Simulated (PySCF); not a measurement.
System: C4H10BNO (SMILES C=CCOBNC).

The calculation's input:

```
{"job": {"kind": "nmr", "xc": "PBE0", "basis": "pcSseg-1"}, "charge": 0, "multiplicity": 1}
C     -3.150609     0.970771    -0.402296
C     -2.032856     0.299181    -0.674756
C     -1.344544    -0.631003     0.274484
O      0.010400    -0.297059     0.433475
B      1.000203    -0.950839    -0.244483
N      2.324570    -0.510404    -0.119574
C      2.770395     0.610317     0.667314
H     -3.634689     0.895662     0.577288
H     -3.628106     1.617084    -1.143542
H     -1.560930     0.398275    -1.660630
H     -1.832962    -0.589280     1.262213
H     -1.438190    -1.669342    -0.098123
H      0.748684    -1.909973    -0.946856
H      3.048479    -1.017454    -0.610662
H      3.292175     1.366209     0.055008
H      3.455765     0.306112     1.477911
H      1.898246     1.092953     1.127743
```

Run with:

```sh
OMP_NUM_THREADS=1 python probes_run.py task.json out
```

Geometry: PBE0-D3(BJ)/def2-SVP.

Theory: PBE0/pcSseg-1, SCF density, gas phase, non-relativistic (PySCF).

What will maps of the electron density and electron localisation function show?

Answer. B–O (1.37 Å): the density is about 2.1 e/Å³ at the midpoint; the ELF peaks at about 0.90 between the atoms: a polar covalent bond.
B–N (1.40 Å): the density is about 1.9 e/Å³ at the midpoint; the ELF peaks at about 0.95 between the atoms (a polar covalent bond).
C–O (1.40 Å): ρ is about 2.1 e/Å³ halfway, with its minimum of 1.8 e/Å³ about 0.5 Å from C; the ELF peaks at about 0.90 between the atoms; a shared but strongly polarised pair.
C–N (1.44 Å): the density is about 1.9 e/Å³ at the midpoint; the ELF peaks at about 0.95 between the atoms (a covalent bond).

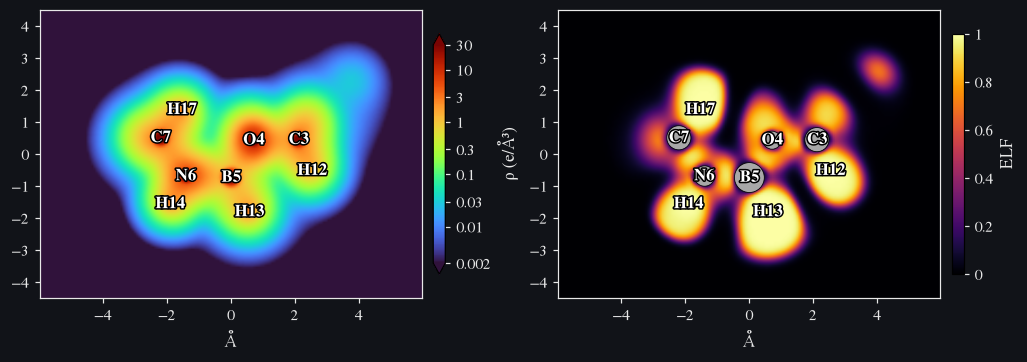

Computed electron density and electron localisation function on the plane of atoms O4, B5 and N6, in this order. Grey discs cover the atomic cores in the ELF map. 
